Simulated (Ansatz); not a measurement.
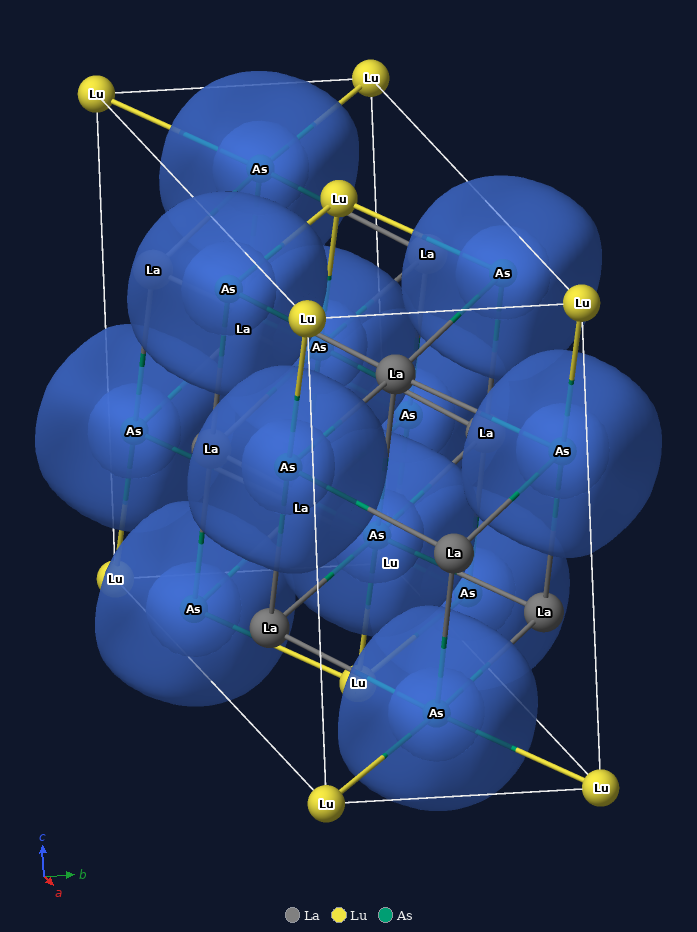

Figure 1: La3LuAs4. Isosurface of the ELF at 0.6 (blue), seen slightly off an axis. Core shells and regions of very low density are left out. Sticks mark near contacts.

Space group C2/m; a structure from a database of computed crystals, not necessarily the ambient phase; started from the Ca3MnO4-12 prototype, which need not be the ambient phase.

Computed with Ansatz, DFT, r2SCAN+rVV10, plane waves, PAW.

Core electrons are frozen (PAW), and the valence fields are smoothed inside the atomic spheres.

**Where are the electrons localised?**

The surface consists of eight regions wrapped around As (the valence shell of each), counted in one cell of 16 atoms. Regions shared between cells count once. Profiles from the grid: Lu–As (2.93 Å): the ELF peaks at about 0.75 in the valence shell of As, 1.1 Å from its nucleus, and is about 0.40 at the midpoint. La–As (3.04 Å): the ELF is about 0.30 at the midpoint.
